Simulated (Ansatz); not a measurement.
**H18Hg5Se5 (Hg5Se5 wurtzite bond disc): density, localisation and related maps**

Input

```
crystal:
  periodic: [false, false, false]
  atoms:
    - {symbol: Se, position_ang: [0.979353, -3.725614, -0.133864]}
    - {symbol: Hg, position_ang: [-2.519376, -3.382691, -0.791649]}
    - {symbol: Se, position_ang: [-0.844762, -0.592338, 0.419415]}
    - {symbol: Hg, position_ang: [-4.305509, -0.473612, 0.552709]}
    - {symbol: Se, position_ang: [-2.673755, 2.564456, -0.297016]}
    - {symbol: Hg, position_ang: [4.556810, -3.941389, -0.574075]}
    - {symbol: Se, position_ang: [3.372864, -0.786519, 0.295790]}
    - {symbol: Hg, position_ang: [0.745176, 0.497133, 2.038333]}
    - {symbol: Se, position_ang: [0.989636, 3.318887, 0.138466]}
    - {symbol: Hg, position_ang: [-1.189239, 5.869824, -0.735240]}
    - {symbol: H, position_ang: [0.882999, -3.664000, 1.332008]}
    - {symbol: H, position_ang: [1.520155, -5.099066, -0.066803]}
    - {symbol: H, position_ang: [-2.066023, -3.198993, -2.373678]}
    - {symbol: H, position_ang: [-3.009303, -3.608086, 0.781366]}
    - {symbol: H, position_ang: [-0.192494, -0.034920, -0.777070]}
    - {symbol: H, position_ang: [-4.425502, -0.980657, -1.024600]}
    - {symbol: H, position_ang: [-4.246609, 0.011688, 2.137598]}
    - {symbol: H, position_ang: [-3.596629, 3.716279, -0.353620]}
    - {symbol: H, position_ang: [-2.655871, 2.603020, 1.172639]}
    - {symbol: H, position_ang: [4.382179, -3.560255, -2.178011]}
    - {symbol: H, position_ang: [4.774402, -4.373254, 1.010796]}
    - {symbol: H, position_ang: [2.775029, -0.750763, -1.046554]}
    - {symbol: H, position_ang: [4.217048, 0.386588, -0.000953]}
    - {symbol: H, position_ang: [1.659051, 1.133912, 3.235824]}
    - {symbol: H, position_ang: [0.826227, 2.815724, -1.232725]}
    - {symbol: H, position_ang: [2.447474, 3.456777, -0.040065]}
    - {symbol: H, position_ang: [-1.487855, 6.252249, 0.848725]}
    - {symbol: H, position_ang: [-0.915486, 5.545618, -2.337737]}
basis:
  gaussian: {orbitals: def2-TZVP, fitting: {mean_field: def2-universal-jkfit}, initial_orbitals: start.molden}
hamiltonian: {xc: pbe0, dispersion: d4}
scf: {omitted_lower_state_checks: [starts]}
output: {forces: true, orbitals: {seedname: orbitals}}
```

Run with:

```sh
ansatz run in.yaml --threads 2 --pin off --events-out ev --progress --plain --max-ram 32768MiB --backend cuda --devices 0, --max-vram 18GiB
```

Geometry: r2SCAN-D4/def2-SVP; core potentials replace the inner electrons of Hg.

Computed with RKS PBE0-D4/def2-TZVP in Ansatz.

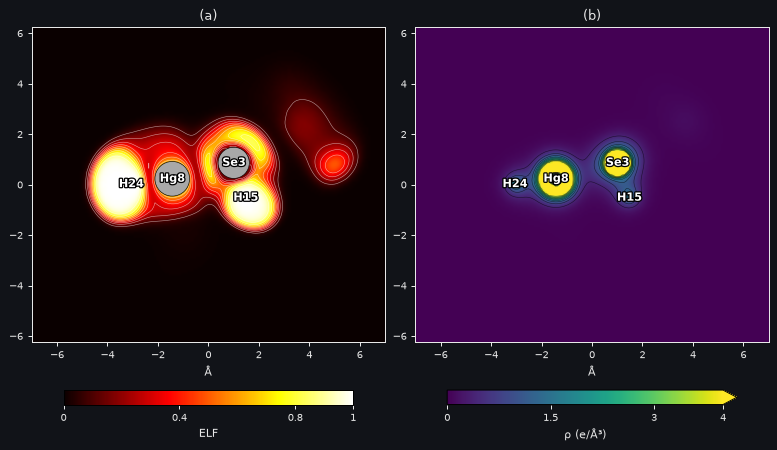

Figure 1. (a) electron localisation function; (b) electron density on the plane of atoms Se3, Hg8 and H24. Grey discs cover the atomic cores in the ELF map.

> What do the fields say about this system?

Atoms in the plane: Se, Hg and H. Hg–Se (2.52 Å): the density is about 0.55 e/Å³ at the midpoint; the ELF peaks at about 0.75 in the valence shell of Se, 1.0 Å from its nucleus, and is about 0.50 at the midpoint. Se–H (1.47 Å): ρ is about 1.3 e/Å³ halfway; the ELF climbs to about 1 towards the hydrogen, as it does in any bond to H. Hg–H (1.64 Å): ρ is about 2 e/Å³ halfway; the ELF climbs to about 1 towards the hydrogen.

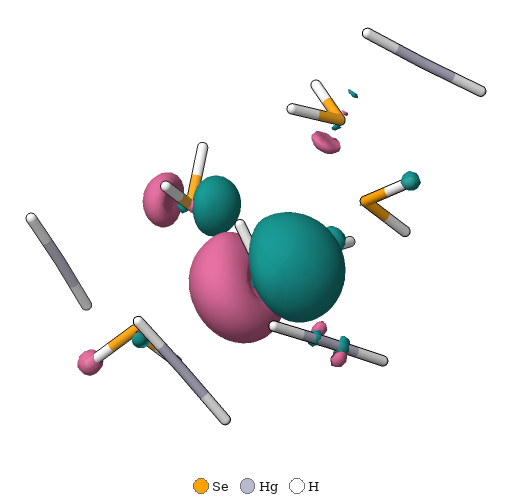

Figure 2. One frontier orbital at ±0.1 Å⁻³ᐟ² (teal and pink are the two phases), seen at an oblique angle.

> Which orbital is it: HOMO or LUMO?

The HOMO, at −7.00 eV. Its weight (Hirshfeld) is mainly on Se3 (about 65 %) and Se7 (about 5 %); largely a lone pair of Se3.
